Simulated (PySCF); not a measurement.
C3H5O (charge +1)

Input file:

```
{"job": {"kind": "nmr", "xc": "PBE0", "basis": "pcSseg-2", "pop": false}, "charge": 1, "multiplicity": 1}
C      1.476610     0.016828     0.109372
C      0.273985    -0.341868    -0.305396
C     -0.983470     0.353076    -0.308581
O     -1.899791     0.258720     0.534338
H      2.322192    -0.641170     0.004791
H      1.660674     0.971994     0.574078
H      0.130592    -1.320256    -0.780251
H     -1.236409     0.983345    -1.172749
H     -1.744383    -0.280669     1.344398
```

Run with:

```sh
OMP_NUM_THREADS=1 python ens_run.py task.json out
```

Geometry: GFN2-xTB; a saddle point, not a minimum.

All numbers below come from PBE0/pcSseg-2, SCF density, gas phase, non-relativistic in PySCF 2.14.0.

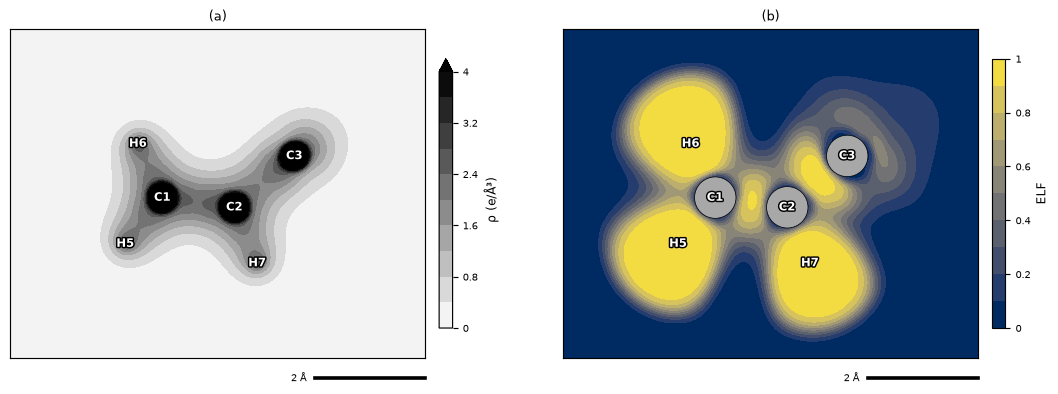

Figure 1. (a) total electron density; (b) ELF on the plane of atoms C1, C2 and H7. Grey discs cover the atomic cores in the ELF map.

Question: What does the map show?

Answer:
- The plane passes through C and H nuclei.
- C–C (1.32 Å): the density is about 2.4 e/Å³ at the midpoint; the ELF peaks at about 0.90 between the atoms; a short, multiple covalent bond.
- C–C (1.44 Å): ρ is about 2 e/Å³ halfway; the ELF peaks at about 0.95 between the atoms, as expected for localised, covalent bonding.
- C–H (1.08 Å): ρ is about 2.1 e/Å³ halfway; the ELF climbs to about 1 towards the hydrogen, as it does in any bond to H (a covalent bond by its length).

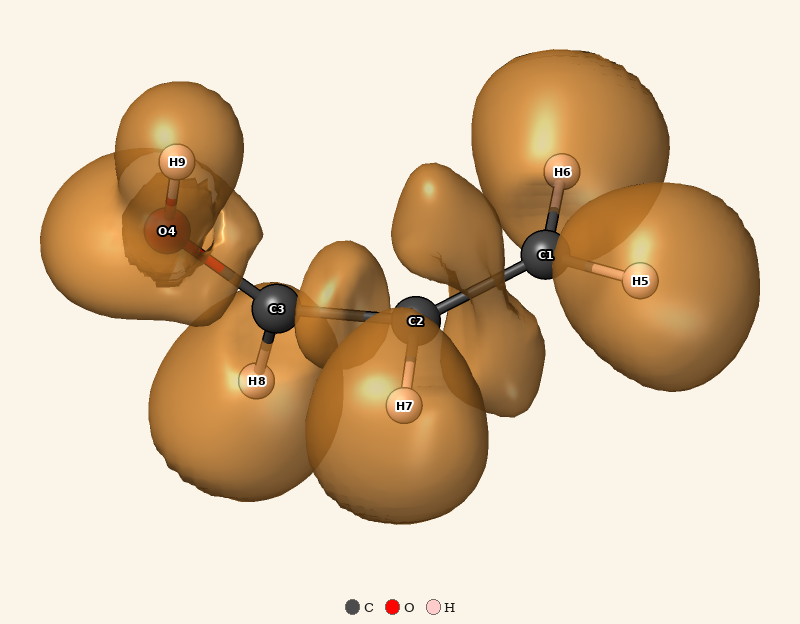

Figure 2. Isosurface of the electron localisation function at 0.75 (orange), seen across its widest extent. Core shells and regions of very low density are left out.

Question: Identify the bonds, lone pairs and shells in this picture.

Answer: The ELF exceeds this value in two regions between bonded C–C atoms (shared pairs), four regions around hydrogen nuclei and one joined region spread over several atoms (H, O), in which their bonds and any lone pairs are merged. Profiles from the grid: C–O (1.25 Å): the ELF peaks at about 0.90 between the atoms (a polar covalent bond).
